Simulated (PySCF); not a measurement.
```xyz
13

C    -1.4166    1.3515    0.5278
C    -1.4969    0.1422   -0.0312
N    -0.9591   -1.0067    0.4571
C     0.2176   -1.4371    0.5310
C     1.4953   -0.8707   -0.0312
N     1.4373    0.3902   -0.5095
O     2.5063   -1.5422   -0.0533
H    -0.8077    1.5310    1.3982
H    -2.0228    2.1657    0.1760
H    -2.1787   -0.0432   -0.8542
H     0.3602   -2.3998    1.0137
H     2.2722    0.7849   -0.9120
H     0.5885    0.9345   -0.4874
```

Geometry: GFN2-xTB.

These are results of PBE0/pcSseg-1, SCF density, gas phase, non-relativistic (PySCF), not measurements.

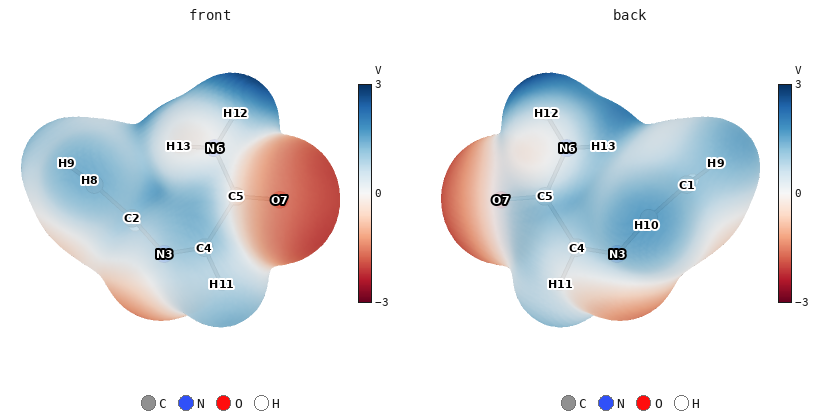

C4H6N2O. The electrostatic potential painted on the density surface at 0.004 e/bohr³, seen from the front and from behind; the colour scale runs from red (negative) to blue (positive).

Describe the electrostatic potential map.

Answer. The most negative region (about −2.0 V) lies over O7, the most positive (about +2.7 V) over H12. O7 is the likeliest acceptor of a hydrogen bond.
